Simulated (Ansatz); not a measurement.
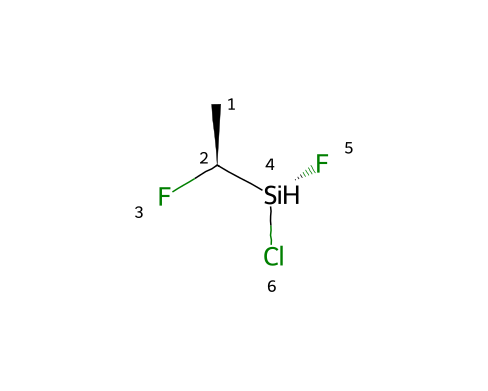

Skeletal drawing with numbered atoms; wedges and dashes mark any stereocentres. The configuration is that of a computed structure (PBE0-D4/def2-TZVP).

Assign CIP descriptors.

Answer. C2: R; Si4: R.
